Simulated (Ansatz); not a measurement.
**A computed series for hypothetical diamond Fe: pressure series**

The parent structure is Fe in the diamond structure (space group Fd-3m, No. 227; a = 4.805 Å; non-magnetic; a hypothetical phase, not in the database extracts checked).

Cell and atoms are relaxed at each pressure.

The values are results of PBEsol/PAW in Ansatz (a quantum-chemistry and plane-wave program), scalar-relativistic without spin-orbit coupling, not measurements.

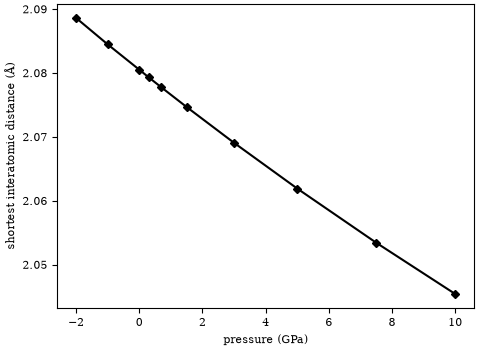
Fig. 1. Shortest interatomic distance against pressure

```csv
pressure (GPa),shortest interatomic distance
-2,2.089 Å
-1,2.084 Å
0.3,2.079 Å
0.7,2.078 Å
1.5,2.075 Å
3,2.069 Å
5,2.062 Å
7.5,2.053 Å
10,2.045 Å
```

Load acts through the strain it causes; cell and atoms are relaxed under it. No phonon test of stability was made. Competing high-pressure phases were not computed. Seeded moments were not kept for the base. All final runs are without spin polarisation.
